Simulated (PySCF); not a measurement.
# C4H10O2 (SMILES CC(O)CCO): levels of theory compared

Aim: a comparison of 6 runs (HF/STO-3G, B2PLYP/6-31G*, BHLYP/6-31G*, BLYP/6-31G*, CAM-B3LYP/6-31G*, PBE0/6-31G*) of C4H10O2. 

The results are computed with PySCF 2.14.0.

3 further runs of the same task are left out: 3 set aside as unsound or not needed.

**1. The molecule**

C4H10O2 has 16 atoms, charge 0, and is taken as a singlet. SMILES: `CC(O)CCO`. The O3–H11 distance was set to 1.254 Å, away from the relaxed value.

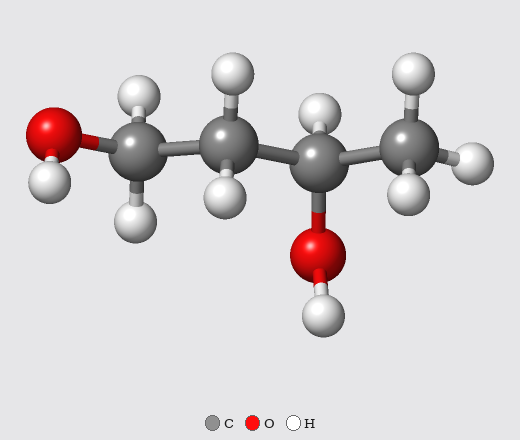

Viewed from a chosen angle; carbon grey, oxygen red, hydrogen white.

**2. A single-point energy at HF/STO-3G (run 1)**

The input, job.py:

```python
from pyscf import gto

molecule = gto.M(
    atom='''
C   -0.147296  -0.650108   1.986575
C    0.386754  -0.799578   0.561535
O   -0.329816  -1.784028  -0.151505
C    0.367644   0.547352  -0.173065
C    1.006484   0.442952  -1.559895
O    1.001584   1.667492  -2.255305
H   -0.164286  -1.619878   2.477765
H    0.484244   0.022292   2.559615
H   -1.160386  -0.249568   1.971985
H    1.413694  -1.178838   0.591865
H   -1.542430  -1.464570  -0.157030
H    0.906204   1.290732   0.415995
H   -0.669976   0.884382  -0.277555
H    2.058514   0.166052  -1.464445
H    0.496434  -0.338208  -2.140275
H    0.090004   1.957732  -2.367145
''',
    verbose=4,
    charge=0,
    basis='sto-3g',
    max_memory=1860,
)

mf = molecule.RHF()
mf.conv_tol = 1e-10
mf.kernel()
if not mf.converged:
    mf = mf.newton().run(mf.mo_coeff, mf.mo_occ)

energy = mf.e_tot
print(f'total energy: {energy:.8f} hartree')
```

The run is started by

```sh
OMP_NUM_THREADS=1 python job.py
```

Standard output:

```text
PySCF version 2.14.0

[... 68 lines left out ...]
converged SCF energy = -303.067695252432
total energy: -303.06769525 hartree
```

Run time: 2.1 s. Hardware: 1 thread of Intel Xeon at 2.70GHz, shared host; peak memory 0.12 GiB.

**3. A single-point energy at B2PLYP/6-31G(d) (spherical functions) (run 2)**

The input, input.py:

```python
from pyscf import gto, dft, mp

mol = gto.M(
    atom='''
C     -0.278349    -1.228526     3.754083
C      0.730859    -1.510983     1.061147
O     -0.623262    -3.371324    -0.286303
C      0.694746     1.034345    -0.327045
C      1.901979     0.837058    -2.947774
O      1.892719     3.151103    -4.261909
H     -0.310456    -3.061126     4.682297
H      0.915089     0.042126     4.836971
H     -2.192812    -0.471615     3.726512
H      2.671494    -2.227681     1.118463
H     -2.914770    -2.767636    -0.296744
H      1.712477     2.439130     0.786117
H     -1.266071     1.671240    -0.524503
H      3.890028     0.313793    -2.767400
H      0.938124    -0.639120    -4.044534
H      0.170083     3.699577    -4.473256
''',
    basis='6-31g*',
    verbose=4,
    max_memory=1860,
    unit='bohr',
)

calc0 = dft.RKS(mol)
calc0.xc = '0.53*HF + 0.47*B88, 0.73*LYP'
calc0.grids.level = 5
calc0.conv_tol = 1e-10
calc0.kernel()
if not calc0.converged:
    calc0 = calc0.newton().run(calc0.mo_coeff, calc0.mo_occ)

pt = mp.MP2(calc0, frozen=6).run()
energy = calc0.e_tot + 0.27 * pt.e_corr
print('PT2 part  %.8f' % (0.27 * pt.e_corr))
print('E = %.10f Eh' % energy)
```

The run is started by

```sh
OMP_NUM_THREADS=1 python input.py
```

Standard output:

```text
PySCF version 2.14.0

[... 88 lines left out ...]
converged SCF energy = -308.185604903618
[... 1 line left out ...]
******** <class 'pyscf.mp.mp2.RMP2'> ********
nocc = 19, nmo = 98
frozen orbitals 6
E(RMP2) = -309.26642062029  E_corr = -1.08081571667257
E(SCS-RMP2) = -309.247610527433  E_corr = -1.06200562381486
E_corr(same-spin) = -0.271122964837185
E_corr(oppo-spin) = -0.809692751835388
PT2 part  -0.29182024
E = -308.4774251471 Eh
```

It took 42 s on 1 thread of Intel Xeon at 2.70GHz, shared host; peak memory 0.56 GiB.

**4. The energy at BHLYP/6-31G(d) (spherical functions) (run 3)**

The input, input.py:

```python
from pyscf import gto, dft

mol = gto.M(
    atom='''
C     -0.278349    -1.228526     3.754083
C      0.730859    -1.510983     1.061147
O     -0.623262    -3.371324    -0.286303
C      0.694746     1.034345    -0.327045
C      1.901979     0.837058    -2.947774
O      1.892719     3.151103    -4.261909
H     -0.310456    -3.061126     4.682297
H      0.915089     0.042126     4.836971
H     -2.192812    -0.471615     3.726512
H      2.671494    -2.227681     1.118463
H     -2.914770    -2.767636    -0.296744
H      1.712477     2.439130     0.786117
H     -1.266071     1.671240    -0.524503
H      3.890028     0.313793    -2.767400
H      0.938124    -0.639120    -4.044534
H      0.170083     3.699577    -4.473256
''',
    max_memory=1860,
    charge=0,
    unit='bohr',
    basis='6-31g*',
    verbose=3,
    spin=0,
)

mf = dft.RKS(mol)
mf.xc = 'bhandhlyp'
mf.grids.level = 5
mf.conv_tol = 1e-10
mf.kernel()
if not mf.converged:
    mf = mf.newton().run(mf.mo_coeff, mf.mo_occ)

energy = mf.e_tot
print('E(%s) = %.9f' % ('BHLYP', energy))
```

The run is started by

```sh
OMP_NUM_THREADS=1 python input.py
```

Standard output:

```text
converged SCF energy = -308.639243226003
E(BHLYP) = -308.639243226
```

Run time: 47 s. Hardware: 1 thread of Intel Xeon at 2.70GHz, shared host; peak memory 0.56 GiB.

Runs 4 to 5 aren't shown in full; the table further down has their settings and results.

**5. A single-point energy at PBE0/6-31G(d) (spherical functions) (run 6)**

The input, job.py:

```python
from pyscf import gto, dft

system = gto.M(
    atom='''
C     -0.278349    -1.228526     3.754083
C      0.730859    -1.510983     1.061147
O     -0.623262    -3.371324    -0.286303
C      0.694746     1.034345    -0.327045
C      1.901979     0.837058    -2.947774
O      1.892719     3.151103    -4.261909
H     -0.310456    -3.061126     4.682297
H      0.915089     0.042126     4.836971
H     -2.192812    -0.471615     3.726512
H      2.671494    -2.227681     1.118463
H     -2.914770    -2.767636    -0.296744
H      1.712477     2.439130     0.786117
H     -1.266071     1.671240    -0.524503
H      3.890028     0.313793    -2.767400
H      0.938124    -0.639120    -4.044534
H      0.170083     3.699577    -4.473256
''',
    charge=0,
    max_memory=1860,
    spin=0,
    verbose=4,
    basis='6-31g*',
    unit='bohr',
)

mf = dft.RKS(system)
mf.xc = 'pbe0'
mf.grids.level = 5
mf.conv_tol = 1e-10
mf.kernel()
if not mf.converged:
    mf = mf.newton().run(mf.mo_coeff, mf.mo_occ)

e_tot = mf.e_tot
print(f'total energy: {e_tot:.8f} hartree')
```

The run is started by

```sh
OMP_NUM_THREADS=1 python job.py
```

Standard output:

```text
PySCF version 2.14.0

[... 85 lines left out ...]
converged SCF energy = -308.469464331216
total energy: -308.46946433 hartree
```

Wall time 40 s (1 thread of Intel Xeon at 2.70GHz, shared host); peak memory 0.56 GiB.

**6. The series**

```csv
run,level,frozen core orbitals,integration grid,energy (Eh),dipole moment (D),HOMO energy (eV),LUMO energy (eV),wall time
1,HF/STO-3G,–,–,-303.067695,2.02,-9.00,10.71,2.1 s
2,B2PLYP/6-31G* (spherical functions),6,5,-308.477425,2.61,-8.64,1.59,42 s
3,BHLYP/6-31G* (spherical functions),–,5,-308.639243,2.62,-8.67,1.24,47 s
4,BLYP/6-31G* (spherical functions),–,5,-308.689637,2.33,-5.15,-0.93,41 s
5,CAM-B3LYP/6-31G* (spherical functions),–,5,-308.674855,2.55,-8.45,1.30,97 s
6,PBE0/6-31G* (spherical functions),–,5,-308.469464,2.54,-7.03,0.15,40 s
```

**7. What came out**

| quantity | value |
| --- | --- |
| run 6: total energy | -308.46946 Eh |
| run 6: dipole moment | 2.54 D |
| run 6: HOMO energy | -7.03 eV |
| run 6: LUMO energy | 0.15 eV |
| run 6: HOMO–LUMO gap | 7.17 eV |

What this shows: The dipole moment (its size) runs from 2.02 D (HF/STO-3G) to 2.62 D (BHLYP/6-31G*). The two ends differ in method and basis. The HOMO–LUMO gap runs from 4.22 eV (BLYP/6-31G*) to 19.71 eV (HF/STO-3G). Totals of different functionals can't be ranked against each other. In run 1 the basis is minimal, so the values are rough. All runs together took 4.5 min, the longest 97 s.
